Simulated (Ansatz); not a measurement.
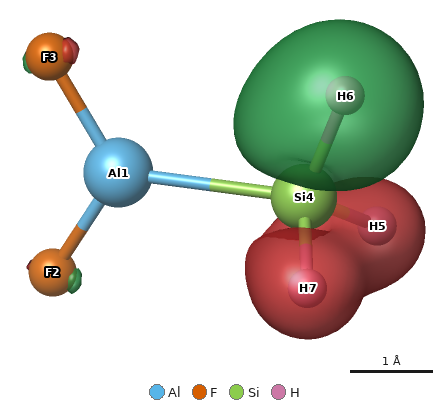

*AlF2H3Si (SMILES [F][Al]([F])[SiH3]). The HOMO−1 at ±0.15 Å⁻³ᐟ² (green and red are the two phases), seen at a tilt.*

Geometry: B3LYP-D3(BJ)/def2-SVP.

Method: isolated molecule in a Gaussian basis; Kohn-Sham density functional theory, functional PBE0 (Ansatz).

```tsv
atom	x (Å)	y (Å)	z (Å)
Al	-2.3203	-0.7173	-1.2400
F	-3.6797	0.1337	-1.6760
F	-1.6808	-1.7210	-2.3997
Si	-1.3480	-0.4835	0.9730
H	-2.3584	-0.8475	2.0104
H	-0.1544	-1.3639	1.1258
H	-0.9385	0.9350	1.1972
```

Q: Describe this orbital and give its energy.

A: It lies mainly on Si4 (about 45 %), H6 (about 35 %), H5 (about 10 %) and H7 (about 10 %). Its energy is −10.27 eV.
